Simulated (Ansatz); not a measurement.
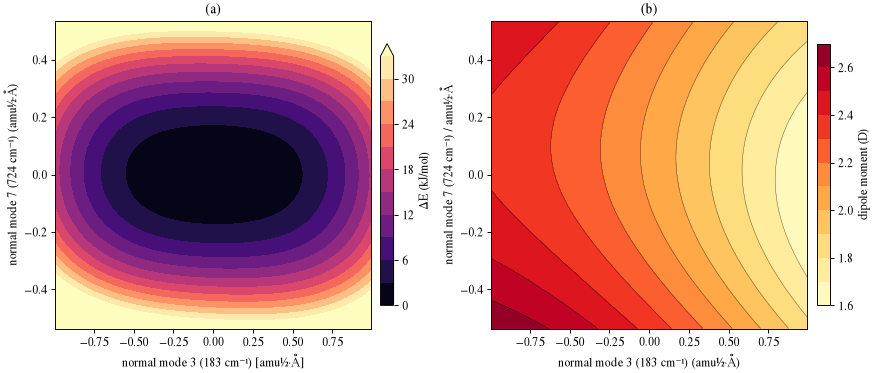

C2H4BNS, SMILES SC=C1BN1. First axis: normal mode 3 (183 cm⁻¹). Second axis: normal mode 7 (724 cm⁻¹). Nothing is relaxed (straight displacements along the two mass-weighted modes). The scan uses a 9 × 9 grid. All energies are given in kJ/mol relative to the lowest grid point. The calculation used Ansatz, RKS PBE-D4/def2-TZVP.

Panel (a) is the energy and panel (b) the computed dipole moment on the same grid.

Drawn: filled contours, one colour for all values above the top of the scale. Between grid points the surface is interpolated.

Question: How does the dipole moment vary over the map, and what is it at the lowest grid point?

Answer: Leaving out the highest fifth of the energies, it runs from 1.61 D at normal mode 3 (183 cm⁻¹) = 0.994 amu½·Å, normal mode 7 (724 cm⁻¹) = 0.000 amu½·Å to 2.52 D at normal mode 3 (183 cm⁻¹) = −0.745 amu½·Å, normal mode 7 (724 cm⁻¹) = −0.403 amu½·Å. At the lowest grid point, normal mode 3 (183 cm⁻¹) = 0.000 amu½·Å, normal mode 7 (724 cm⁻¹) = 0.000 amu½·Å, it is 2.08 D.

| normal mode 7 (724 cm⁻¹) ↓, normal mode 3 (183 cm⁻¹) → | −0.994 | −0.745 | −0.497 | −0.248 | 0.000 | 0.248 | 0.497 | 0.745 | 0.994 |
| --- | --- | --- | --- | --- | --- | --- | --- | --- | --- |
| 0.537 | 2.49 | 2.44 | 2.38 | 2.30 | 2.21 | 2.11 | 2.02 | 1.92 | 1.85 |
| 0.403 | 2.44 | 2.39 | 2.33 | 2.24 | 2.15 | 2.05 | 1.94 | 1.85 | 1.76 |
| 0.268 | 2.40 | 2.35 | 2.28 | 2.20 | 2.10 | 2.00 | 1.89 | 1.78 | 1.69 |
| 0.134 | 2.38 | 2.33 | 2.27 | 2.18 | 2.08 | 1.97 | 1.85 | 1.74 | 1.64 |
| 0.000 | 2.39 | 2.34 | 2.27 | 2.18 | 2.08 | 1.96 | 1.84 | 1.72 | 1.61 |
| −0.134 | 2.42 | 2.37 | 2.30 | 2.22 | 2.11 | 1.99 | 1.86 | 1.74 | 1.61 |
| −0.268 | 2.49 | 2.43 | 2.36 | 2.28 | 2.17 | 2.05 | 1.92 | 1.79 | 1.65 |
| −0.403 | 2.57 | 2.52 | 2.45 | 2.36 | 2.26 | 2.14 | 2.00 | 1.87 | 1.73 |
| −0.537 | 2.68 | 2.63 | 2.56 | 2.47 | 2.37 | 2.25 | 2.11 | 1.97 | 1.83 |
